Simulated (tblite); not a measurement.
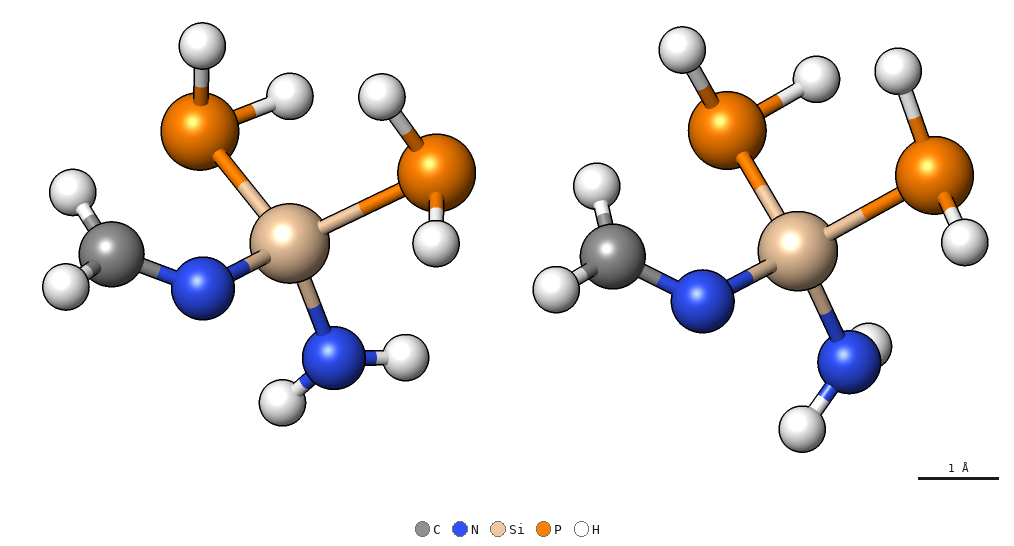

Two geometries of CH8N2P2Si, drawn at one scale. One is the start of a relaxation, the other its converged end. Style: ball-and-stick. Shown at a tilt.

Level of theory: GFN2-xTB geometry optimisation, gas phase (tblite 0.8.0). 

> Which geometry has the lower energy?

The left one is the relaxed one. The largest move after the best rigid fit is that of an H atom, 0.84 Å. By element the largest moves are H 0.84 Å, P 0.28 Å, N 0.19 Å, Si 0.11 Å, C 0.10 Å. Near-neighbour distances that change, for instance: H–P 1.464 → 1.382 Å, P–Si 2.207 → 2.285 Å, H–P 1.442 → 1.385 Å, N–Si 1.789 → 1.741 Å. Among the angles between lasting bonds that change: H–P–H 113.4° → 92.5°, Si–P–H 107.8° → 93.5°, H–P–H 105.5° → 91.9°. Groups turn about N–Si by about 55°. Over 114 geometry steps the energy falls by 1.178 eV.
